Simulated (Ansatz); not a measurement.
C2H4S2: several calculations on one system

Part 1: Relaxation

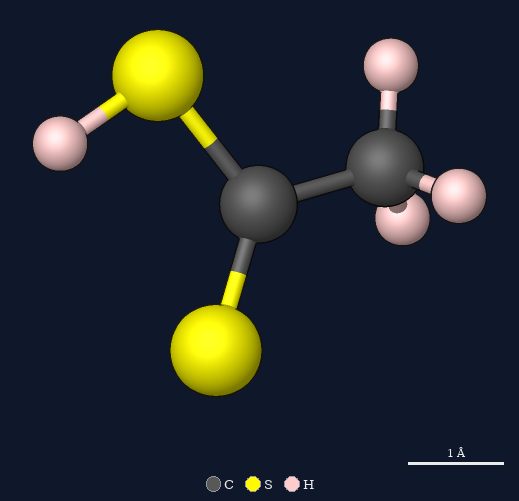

Starting structure of C$_{2}$H$_{4}$S$_{2}$. A ball-and-stick model, seen from a free direction.

The run prepares an end point of a later path (torsion) calculation, from a guessed geometry.

All numbers below come from RKS PBE0/6-31G* (Ansatz).

Input
```yaml
crystal:
  periodic: [false, false, false]
  atoms:
    - { symbol: C, position_ang: [-0.02193, 1.03538, -0.25583] }
    - { symbol: C, position_ang: [0.21148, -0.41636, -0.03071] }
    - { symbol: S, position_ang: [1.49332, -1.22298, -0.62446] }
    - { symbol: S, position_ang: [-1.01658, -1.19607, 0.94255] }
    - { symbol: H, position_ang: [-0.00936, 1.24917, -1.32422] }
    - { symbol: H, position_ang: [-0.97073, 1.35586, 0.16922] }
    - { symbol: H, position_ang: [0.78678, 1.6093, 0.19807] }
    - { symbol: H, position_ang: [-0.47298, -2.41429, 0.92538] }
basis:
  gaussian: { orbitals: "6-31G*" }
hamiltonian:
  xc: pbe0
relax:
  f_tol: 0.015
  max_steps: 40
```

Run as
```bash
ansatz run input.yaml --threads 1 --pin off --max-ram 2048MiB --backend cpu --events-out ev --progress --plain --runs-dir out
```

Where does the relaxation end?

Answer. The atom that moves furthest after the best rigid fit is H7 (0.61 Å). By element the largest moves are H 0.61 Å, S 0.60 Å, C 0.10 Å. Among the contacts that change: C1–C2 1.488 → 1.504 Å, S4–H8 1.334 → 1.345 Å, C1–H6 1.088 → 1.097 Å, C2–S4 1.750 → 1.756 Å. Among the angles between lasting bonds that change: C1–C2–S4 114.1° → 111.5°, S3–C2–S4 122.3° → 124.6°. Groups turn about C1–C2 by about 50°. The energy falls by 0.034 eV in 23 accepted moves (28 points after the start). Largest force component: 0.61 eV/Å at the start, 0.012 eV/Å at the end. The line search rejected the trial steps at points 6, 9, 11, 17, 25 of the run. The forces were under the threshold at step 21, but the run went on from there. The run took 2.6 min on 1 thread of Arm Neoverse N1, on a shared host, peak memory 0.15 GiB.

Step by step:

| step | E − E(0), eV | largest force component, eV/Å | note |
| --- | --- | --- | --- |
| 0 | 0.0000 | 0.6078 |  |
| 1 | -0.0189 | 0.2265 |  |
| 2 | -0.0201 | 0.1035 |  |
| 3 | -0.0208 | 0.0650 |  |
| 4 | -0.0212 | 0.0272 |  |
| 5 | -0.0218 | 0.1039 |  |
| 6 | -0.0009 | 0.6820 | rejected |
| 7 | -0.0242 | 0.0348 |  |
| 8 | -0.0252 | 0.0708 |  |
| 9 | -0.0233 | 0.3079 | rejected |
| 10 | -0.0269 | 0.0636 |  |
| 11 | -0.0220 | 0.2812 | rejected |
| 12 | -0.0283 | 0.0321 |  |
| 13 | -0.0294 | 0.0383 |  |
| 14 | -0.0304 | 0.1016 |  |
| 15 | -0.0309 | 0.1040 |  |
| 16 | -0.0317 | 0.0895 |  |
| 17 | -0.0300 | 0.2169 | rejected |
| 18 | -0.0319 | 0.1134 |  |
| 19 | -0.0330 | 0.0593 |  |
| 20 | -0.0332 | 0.0448 |  |
| 21 | -0.0335 | 0.0111 |  |
| 22 | -0.0336 | 0.0243 |  |
| 23 | -0.0337 | 0.0347 |  |
| 24 | -0.0338 | 0.0318 |  |
| 25 | -0.0335 | 0.0704 | rejected |
| 26 | -0.0339 | 0.0197 |  |
| 27 | -0.0339 | 0.0159 |  |
| 28 | -0.0340 | 0.0124 |  |

Final geometry:

```xyz
8

C    -0.0134    1.0317   -0.2633
C     0.1768   -0.4523   -0.1137
S     1.1322   -1.3514   -1.0843
S    -0.7483   -1.0863    1.2378
H     0.5283    1.3936   -1.1377
H    -1.0772    1.2778   -0.3669
H     0.3569    1.5523    0.6287
H    -0.3554   -2.3654    1.0994
```

After the run, drawn alike:

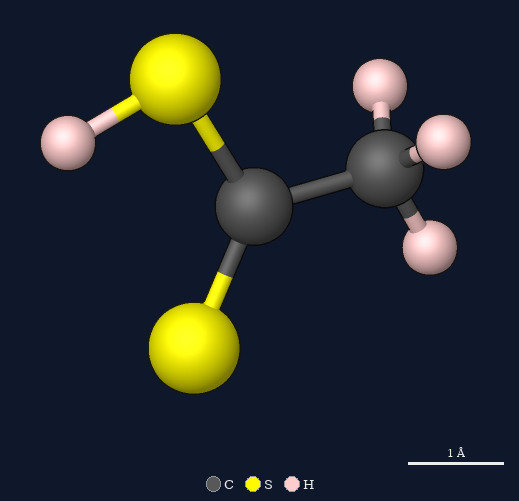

Part 2: Relaxation

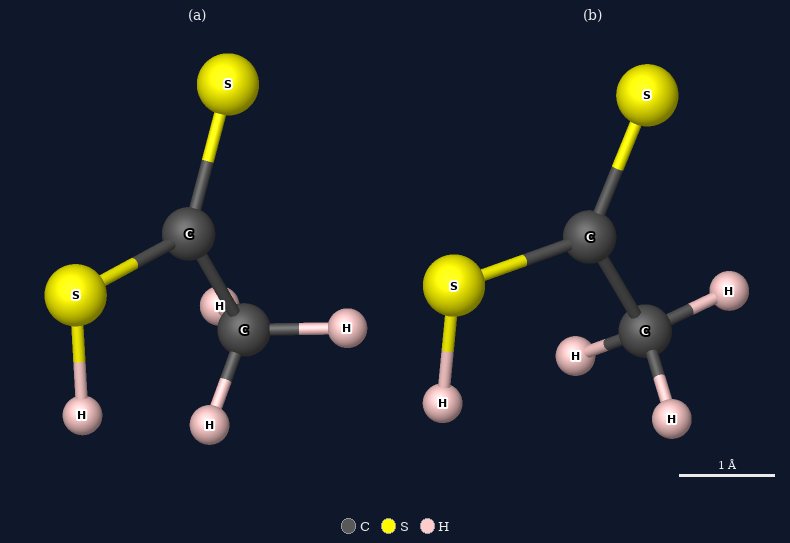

The structure of C₂H₄S₂ before (left) and after (right) a relaxation, at one scale.

The picture is a ball-and-stick view, seen from a free direction.

The run prepares an end point of a later path (torsion) calculation, from a guessed geometry.

Level of theory: RKS PBE0/6-31G* in Ansatz 0.2.0.

Input
```yaml
crystal:
  periodic: [false, false, false]
  atoms:
    - { symbol: C, position_ang: [-0.02193, 1.03538, -0.25583] }
    - { symbol: C, position_ang: [0.21148, -0.41636, -0.03071] }
    - { symbol: S, position_ang: [1.49332, -1.22298, -0.62446] }
    - { symbol: S, position_ang: [-1.01658, -1.19607, 0.94255] }
    - { symbol: H, position_ang: [-0.00936, 1.24917, -1.32422] }
    - { symbol: H, position_ang: [-0.97073, 1.35586, 0.16922] }
    - { symbol: H, position_ang: [0.78678, 1.6093, 0.19807] }
    - { symbol: H, position_ang: [-1.77311, -0.11304, 1.12847] }
basis:
  gaussian: { orbitals: "6-31G*" }
hamiltonian:
  xc: pbe0
relax:
  f_tol: 0.015
  max_steps: 40
```

Command:
```bash
ansatz run input.yaml --threads 1 --pin off --max-ram 2048MiB --backend cpu --events-out ev --progress --plain --runs-dir out
```

Question: What changed between the two?

Answer: Over 12 accepted moves (15 points after the start) the energy falls by 10.4 kJ/mol. The largest force component goes from 0.61 to 0.002 eV/Å. The line search rejected the trial steps at points 2, 6, 9 of the run. The largest move after the best rigid fit is that of H6, 0.77 Å. Largest moves by element: H 0.77 Å, S 0.44 Å, C 0.09 Å. Near-neighbour distances that change, for instance: S4–H8 1.334 → 1.350 Å, C1–C2 1.488 → 1.502 Å, C1–H6 1.088 → 1.097 Å, C2–S3 1.627 → 1.632 Å. Bond angles that change, for instance: S3–C2–S4 122.3° → 119.2°, C1–C2–S4 114.1° → 116.6°. Groups turn about C1–C2 by about 55°.

Part 3: Path

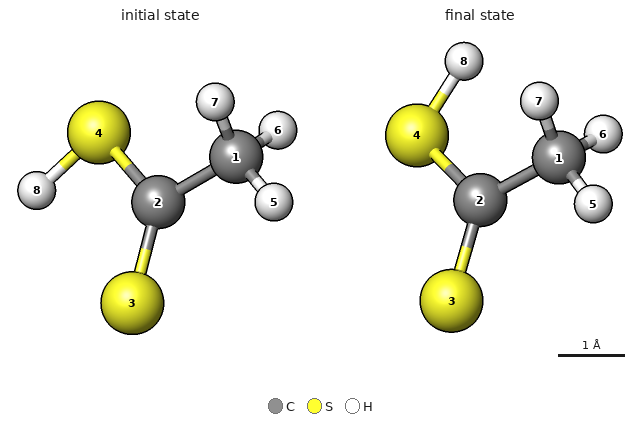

The two relaxed end points of a path for C2H4S2. The picture is a ball-and-stick view, seen at a tilt.

Method: RKS PBE0/6-31G* in Ansatz.

Input
```yaml
crystal:
  periodic: [false, false, false]
  atoms:
    - { symbol: C, position_ang: [-0.015137, 1.031743, -0.263175] }
    - { symbol: C, position_ang: [0.176386, -0.452201, -0.11463] }
    - { symbol: S, position_ang: [1.126929, -1.351011, -1.090343] }
    - { symbol: S, position_ang: [-0.741399, -1.086577, 1.241626] }
    - { symbol: H, position_ang: [0.521908, 1.393803, -1.140373] }
    - { symbol: H, position_ang: [-1.079543, 1.277464, -0.361132] }
    - { symbol: H, position_ang: [0.359657, 1.552346, 0.626916] }
    - { symbol: H, position_ang: [-0.348802, -2.365557, 1.101111] }
basis:
  gaussian: { orbitals: "6-31G*" }
hamiltonian:
  xc: pbe0
neb:
  order_check: false
  images: 5
  f_tol: 0.05
  max_iterations: 60
  initial_path: idpp
  final_atoms:
    - { symbol: C, position_ang: [-0.02894088, 0.82400608, -0.1843579] }
    - { symbol: C, position_ang: [0.36845611, -0.61796349, -0.326733] }
    - { symbol: S, position_ang: [1.35685155, -1.18579111, -1.49421069] }
    - { symbol: S, position_ang: [-0.28866969, -1.73308284, 0.85561113] }
    - { symbol: H, position_ang: [0.43028814, 1.41703616, -0.97620579] }
    - { symbol: H, position_ang: [-1.11930961, 0.930368, -0.24148867] }
    - { symbol: H, position_ang: [0.29146995, 1.2154408, 0.7891778] }
    - { symbol: H, position_ang: [-1.01014657, -0.85000361, 1.57820711] }
```

Command:
```bash
ansatz run input.yaml --threads 1 --pin off --max-ram 2048MiB --backend cpu --events-out ev --progress --plain --runs-dir out
```

**What barrier does the band find between them, and by what path?**

Forward barrier 0.51 eV, backward barrier 0.43 eV, with image 3 at the top; the reaction energy is +0.08 eV. The motion is a rotation about the C2–S4 bond by about 180°. No bond forms or breaks between the ends. Bond angles that change up to the highest image, for instance: S3–C2–S4 124.6° → 122.0°, C2–S4–H8 96.3° → 94.2°. The band converged in 6 iterations. The largest component of the band force went from 1.3 to 0.046 eV/Å. The climbing image converged on the top of the path. Its vibrational analysis gives one imaginary mode (399i cm⁻¹), as a transition state must have.

Energies of the converged images:

| image | path (Å) | E (eV) |
| --- | --- | --- |
| 0 | 0.00 | 0.000 |
| 1 | 0.50 | 0.130 |
| 2 | 1.00 | 0.383 |
| 3 | 1.51 | 0.510 |
| 4 | 2.05 | 0.364 |
| 5 | 2.59 | 0.130 |
| 6 | 3.13 | 0.076 |

The geometry at the top of the path:

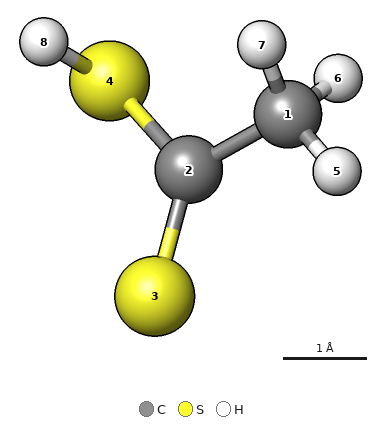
